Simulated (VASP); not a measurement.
Band structure of Sc$_{3}$ZrN$_{4}$ (ordered alloy cell). These are PBEsol GGA, VASP's PBE PAW potentials (set 64) (plane waves; VASP) values and carry that method's errors.

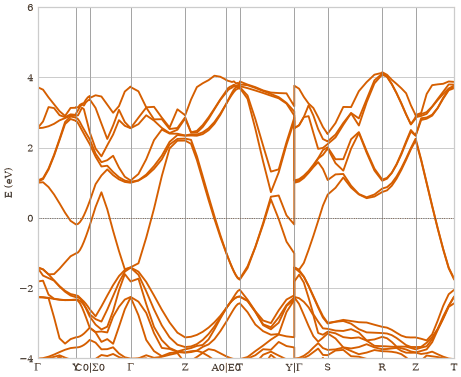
Figure. Bands along high-symmetry lines, zero at the valence-band maximum or, without a gap, the Fermi level

Q: Read the plot: is there a gap, and where are the band edges?

A: It has no gap at this level: it comes out as a metal or semimetal. (Edges off the drawn lines would not show.)

The structure was generated: Sc3ZrN4 was put into an ordered model structure (Cmmm), which need not be its known phase. It was relaxed first. The electron count is odd and the run is not spin-polarised, which forces a metal.
